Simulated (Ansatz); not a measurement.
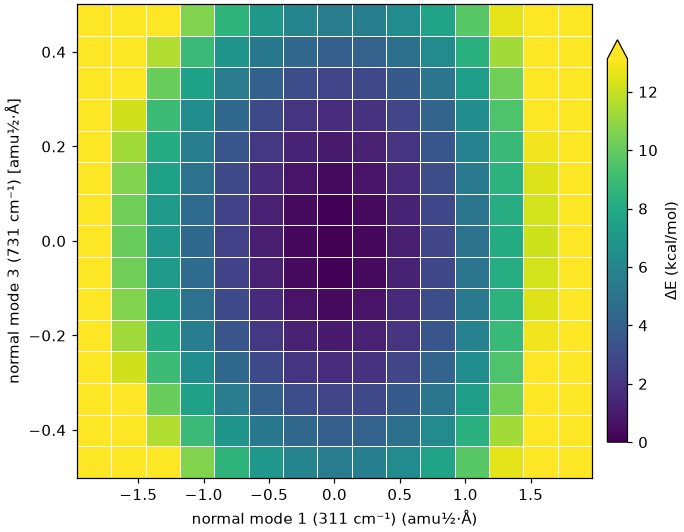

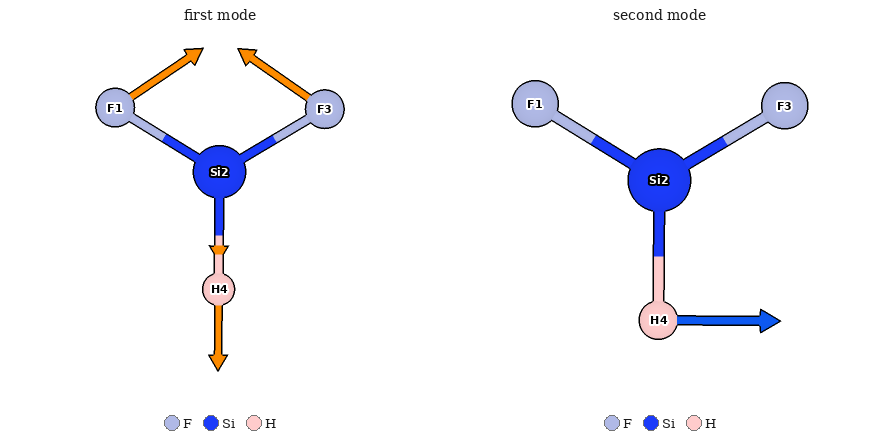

Energy landscape of F₂HSi, SMILES F[SiH+]F, charge +1. 
- Coordinates scanned: (1) normal mode 1 (311 cm⁻¹); (2) normal mode 3 (731 cm⁻¹).
- Nothing is relaxed (straight displacements along the two mass-weighted modes).
- The scan uses a 15 × 15 grid; 120 points were computed and 105 follow by symmetry.
- Points are written as (first, second).
- All energies are given in kcal/mol relative to the lowest grid point.
- These are results of RKS PBE-D4/def2-TZVP (Ansatz), not measurements.

Drawn: one coloured cell a grid point, one colour for all values above the top of the scale. The second picture is the structure at the lowest point

**Where are the wells?**

The lowest grid point is at (0.000 amu½·Å, 0.000 amu½·Å). No other kind of well shows on this grid. The highest grid point, (1.837 amu½·Å, −0.467 amu½·Å), lies 21.4 kcal/mol above the lowest.

The values on the grid:

```csv
"normal mode 3 (731 cm⁻¹) ↓, normal mode 1 (311 cm⁻¹) →",−1.837,−1.575,−1.312,−1.050,−0.787,−0.525,−0.262,0.000,0.262,0.525,0.787,1.050,1.312,1.575,1.837
0.467,20.5,16.6,13.3,10.6,8.5,7.0,5.9,5.5,5.6,6.3,7.6,9.7,12.6,16.5,21.4
0.401,18.7,14.8,11.6,8.9,6.8,5.3,4.4,3.9,4.1,4.8,6.2,8.4,11.3,15.2,20.2
0.334,17.2,13.3,10.1,7.5,5.5,4.0,3.1,2.7,2.9,3.6,5.1,7.3,10.3,14.2,19.2
0.267,16.0,12.2,9.0,6.4,4.4,2.9,2.0,1.7,1.9,2.7,4.2,6.4,9.5,13.4,18.5
0.200,15.1,11.3,8.1,5.5,3.5,2.1,1.2,0.9,1.2,2.0,3.5,5.8,8.8,12.9,17.9
0.134,14.4,10.6,7.5,4.9,2.9,1.6,0.7,0.4,0.7,1.5,3.1,5.3,8.4,12.5,17.6
0.067,14.1,10.2,7.1,4.6,2.6,1.2,0.4,0.1,0.4,1.3,2.8,5.1,8.2,12.2,17.3
0.000,13.9,10.1,7.0,4.4,2.5,1.1,0.3,0.0,0.3,1.2,2.7,5.0,8.1,12.1,17.3
−0.067,14.1,10.2,7.1,4.6,2.6,1.2,0.4,0.1,0.4,1.3,2.8,5.1,8.2,12.2,17.3
−0.134,14.4,10.6,7.5,4.9,2.9,1.6,0.7,0.4,0.7,1.5,3.1,5.3,8.4,12.5,17.6
−0.200,15.1,11.3,8.1,5.5,3.5,2.1,1.2,0.9,1.2,2.0,3.5,5.8,8.8,12.9,17.9
−0.267,16.0,12.2,9.0,6.4,4.4,2.9,2.0,1.7,1.9,2.7,4.2,6.4,9.5,13.4,18.5
−0.334,17.2,13.3,10.1,7.5,5.5,4.0,3.1,2.7,2.9,3.6,5.1,7.3,10.3,14.2,19.2
−0.401,18.7,14.8,11.6,8.9,6.8,5.3,4.4,3.9,4.1,4.8,6.2,8.4,11.3,15.2,20.2
−0.467,20.5,16.6,13.3,10.6,8.5,7.0,5.9,5.5,5.6,6.3,7.6,9.7,12.6,16.5,21.4
```

Time for the 120 points that were run: 3.1 min on 1 thread of Arm Neoverse V2, with other jobs on the host.
